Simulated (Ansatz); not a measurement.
## Pressure series in hypothetical cubic perovskite CaSnSe3

Base system: CaSnSe₃ in the cubic perovskite structure (space group Pm-3m, No. 221; a = 5.289 Å; a hypothetical phase, not in the database extracts checked).

Cell and atoms are relaxed at each pressure.

The values are results of plane-wave PAW DFT at the PBE level (Ansatz, a first-principles code, 420 eV), no spin-orbit coupling, not measurements.

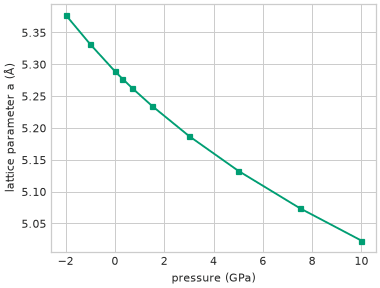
Figure. Lattice parameter a against pressure

```csv
pressure (GPa),lattice parameter a
-2,5.378 Å
-1,5.331 Å
0.3,5.277 Å
0.7,5.263 Å
1.5,5.235 Å
3,5.188 Å
5,5.133 Å
7.5,5.074 Å
10,5.023 Å
```

Load acts through the strain it causes; cell and atoms are relaxed under it. Whether these cells are dynamically stable was not tested. No other phases were tried under pressure. The final runs are not spin-polarised. Many cubic perovskites are stable only at high temperature; tilts and polar distortions were not tested.
